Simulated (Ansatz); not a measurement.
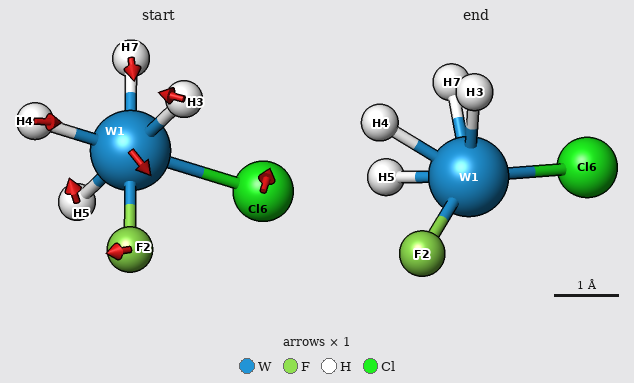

The structure of WH$_{4}$ClF before (left) and after (right) a relaxation, at one scale. The red arrows give the displacements, at their true length.

A ball-and-stick model, seen at a tilt.

The run prepares the start of a later molecular dynamics calculation, from a guessed geometry.

The calculation used RKS PBE/def2-SVP (Ansatz 0.2.0).

Input file:
```yaml
crystal:
  periodic: [false, false, false]
  atoms:
    - { symbol: W, position_ang: [0.0, 0.0, 0.0] }
    - { symbol: F, position_ang: [0.0, 0.0, 1.85] }
    - { symbol: H, position_ang: [1.72, 0.0, 0.0] }
    - { symbol: H, position_ang: [0.0, 1.72, 0.0] }
    - { symbol: H, position_ang: [-1.72, 0.0, 0.0] }
    - { symbol: Cl, position_ang: [0.0, -2.39, 0.0] }
    - { symbol: H, position_ang: [0.0, 0.0, -1.72] }
basis:
  gaussian: { orbitals: def2-SVP }
hamiltonian:
  xc: pbe
relax:
  f_tol: 0.02
  max_steps: 40
```

Run as
```bash
ansatz run input.yaml --threads 1 --pin off --max-ram 2048MiB --backend cpu --events-out ev --progress --plain --runs-dir out
```

Describe what moved and what it gained.

Answer. W1 moves most after the best rigid fit: 0.53 Å. By element the largest moves are W 0.53 Å, H 0.52 Å, Cl 0.50 Å, F 0.49 Å. Near-neighbour distances that change, for instance: W1–Cl6 2.390 → 2.295 Å, W1–F2 1.850 → 1.893 Å, W1–H3 1.720 → 1.677 Å, W1–H7 1.720 → 1.690 Å. Bond angles that change, for instance: H3–W1–H5 180.0° → 115.8°, F2–W1–Cl6 90.0° → 137.6°, H4–W1–Cl6 180.0° → 141.1°. The energy falls by 90.9 kcal/mol in 8 geometry steps. The largest force component goes from 5.8 to 0.012 eV/Å. Cost: 40 s on 1 thread of Arm Neoverse V1 (shared host), peak memory 0.16 GiB.
